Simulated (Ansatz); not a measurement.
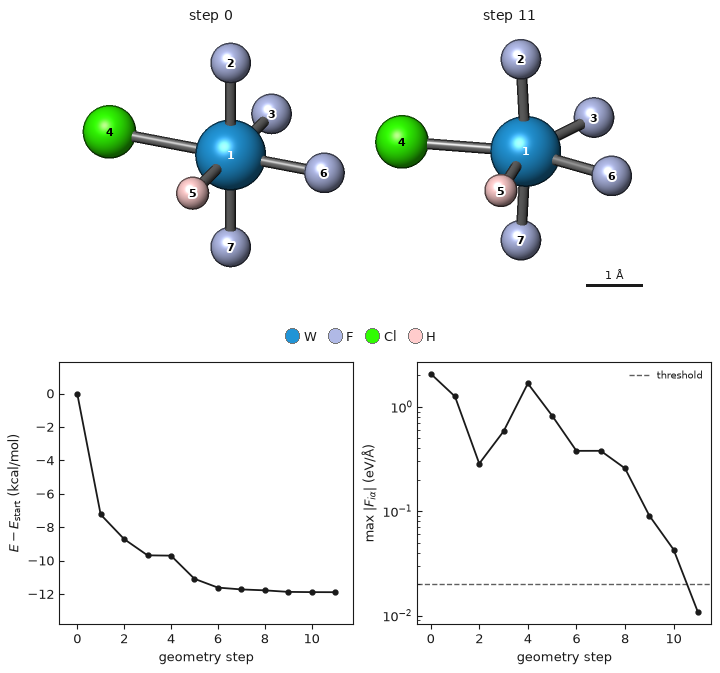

First and last geometry of a relaxation of WHClF₄, with the history of the run. The picture is a ball-and-stick view, seen at a tilt.

The run prepares the start of a later molecular dynamics calculation, from a guessed geometry.

These are results of RHF/def2-SVP (Ansatz 0.2.0), not measurements.

The input:
```yaml
crystal:
  periodic: [false, false, false]
  atoms:
    - { symbol: W, position_ang: [0.0, 0.0, 0.0] }
    - { symbol: F, position_ang: [0.0, 0.0, 1.85] }
    - { symbol: F, position_ang: [1.85, 0.0, 0.0] }
    - { symbol: Cl, position_ang: [0.0, 2.39, 0.0] }
    - { symbol: H, position_ang: [-1.72, 0.0, 0.0] }
    - { symbol: F, position_ang: [0.0, -1.85, 0.0] }
    - { symbol: F, position_ang: [0.0, 0.0, -1.85] }
basis:
  gaussian: { orbitals: def2-SVP }
hamiltonian:
  xc: hf
relax:
  f_tol: 0.02
  max_steps: 40
```

Run as
```bash
ansatz run input.yaml --threads 2 --pin off --max-ram 3072MiB --backend cpu --events-out ev --progress --plain --runs-dir out
```

> Read the history and describe the run.

It converged. The energy falls by 11.9 kcal/mol in 11 geometry steps. Largest force component: 2.1 eV/Å at the start, 0.011 eV/Å at the end. The atom that moves furthest after the best rigid fit is F3 (0.47 Å). Largest moves by element: F 0.47 Å, Cl 0.42 Å, H 0.21 Å, W 0.16 Å. Among the contacts that change: W1–Cl4 2.390 → 2.271 Å, W1–H5 1.720 → 1.679 Å, W1–F2 1.850 → 1.822 Å, W1–F3 1.850 → 1.865 Å. Bond angles that change, for instance: F3–W1–Cl4 90.0° → 121.5°, F3–W1–H5 180.0° → 154.0°, Cl4–W1–F6 180.0° → 156.9°. The run took 19 s on 2 threads of Intel(R) Xeon(R) 6975P-C (Granite Rapids), with other jobs on the host, peak memory 0.26 GiB.

Limits of the set-up: Hartree-Fock leaves out electron correlation.
